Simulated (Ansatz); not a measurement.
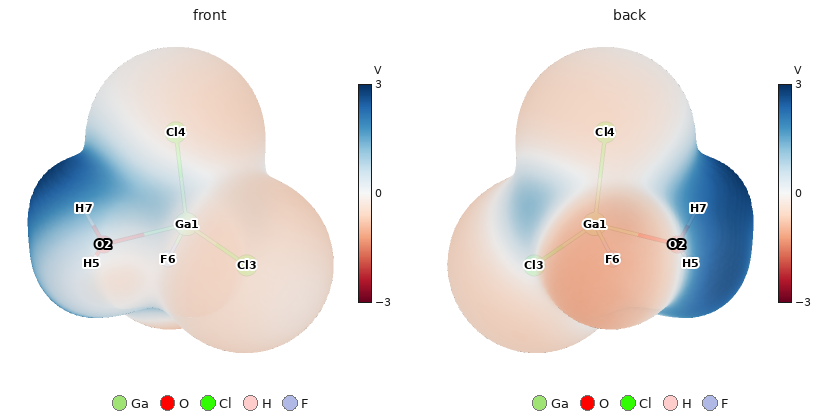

Figure 1: Cl$_{2}$FGaH$_{2}$O. The molecular electrostatic potential painted on the density surface at 0.001 e/bohr³, seen from the front and from behind; the colour scale runs from red (negative) to blue (positive).

The calculation used RKS PBE/def2-SVP in Ansatz 0.2.0.

```xyz
7

Ga   -0.8532   -0.0147   -0.0102
O     1.2104   -0.0486   -0.4097
Cl   -1.9257   -0.3018   -1.8474
Cl   -0.8765    1.8876    1.0343
H     1.4285   -0.8129    0.1729
F    -0.5585   -1.4491    1.0122
H     1.5751    0.7395    0.0481
```

### Describe the electrostatic potential map.

The most negative region (about −1.1 V, or −25 kcal/mol for a unit charge) lies over F6, the most positive (about +2.9 V, or +67 kcal/mol for a unit charge) over H7.
